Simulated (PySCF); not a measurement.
```yaml
atoms:
  - { symbol: C, position_ang: [2.8845, -2.0205, 0.5836] }
  - { symbol: C, position_ang: [1.9876, -1.2548, 0.8212] }
  - { symbol: Si, position_ang: [0.6046, -0.0555, 1.1444] }
  - { symbol: Si, position_ang: [0.9012, 2.0818, 0.3674] }
  - { symbol: N, position_ang: [-0.4595, 1.9582, -0.6804] }
  - { symbol: C, position_ang: [-1.1678, 0.7282, -0.9454] }
  - { symbol: C, position_ang: [-0.8039, -0.3809, -0.0250] }
  - { symbol: C, position_ang: [-1.5277, -1.6659, -0.1926] }
  - { symbol: H, position_ang: [3.6717, -2.6910, 0.3857] }
  - { symbol: H, position_ang: [0.2155, -0.3027, 2.5478] }
  - { symbol: H, position_ang: [2.1311, 2.4009, -0.3780] }
  - { symbol: H, position_ang: [0.6580, 3.2096, 1.2784] }
  - { symbol: H, position_ang: [-0.7195, 2.6984, -1.3110] }
  - { symbol: H, position_ang: [-2.2550, 0.9187, -0.8792] }
  - { symbol: H, position_ang: [-0.9891, 0.4028, -1.9899] }
  - { symbol: H, position_ang: [-1.1631, -2.2079, -1.0716] }
  - { symbol: H, position_ang: [-2.5984, -1.5063, -0.3400] }
  - { symbol: H, position_ang: [-1.3788, -2.3067, 0.6729] }
```

Geometry: GFN2-xTB.

Computed with UKS B3LYP, pcH-1 on C H N Si, non-relativistic, mean-field spin-orbit, GIAO in PySCF.

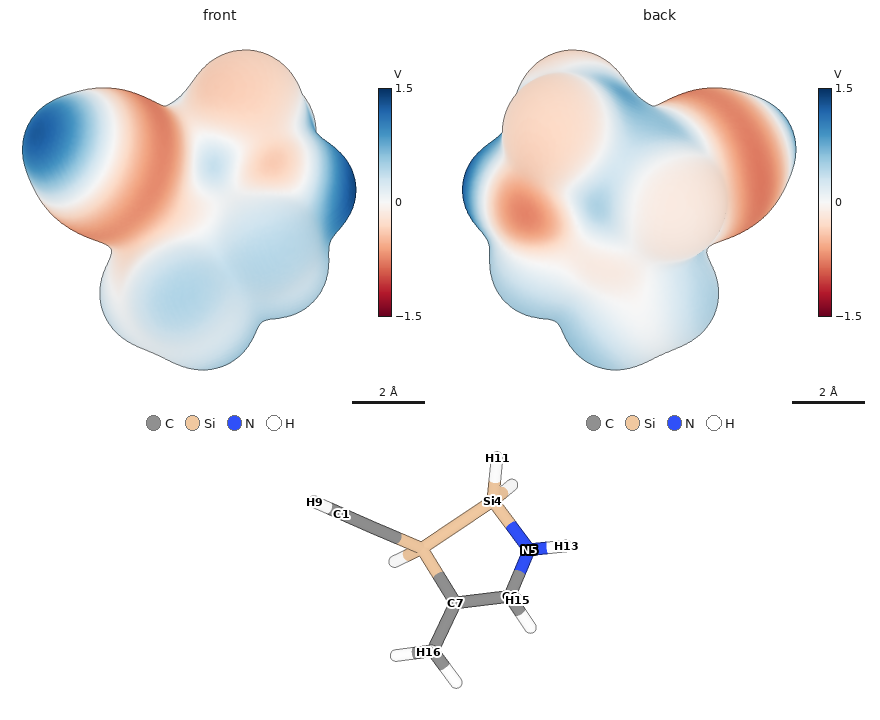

C$_{5}$H$_{10}$NSi$_{2}$ (doublet). The electrostatic potential painted on the density surface at 0.001 e/bohr³, seen from the front and from behind; red is negative and blue positive. The bare structure is drawn below in the same view.

Question: Where is the surface potential most negative and most positive?

Answer: The most negative region (about −0.8 V) lies over C1, C2 and N5, the most positive (about +1.3 V) over H9 and H13.
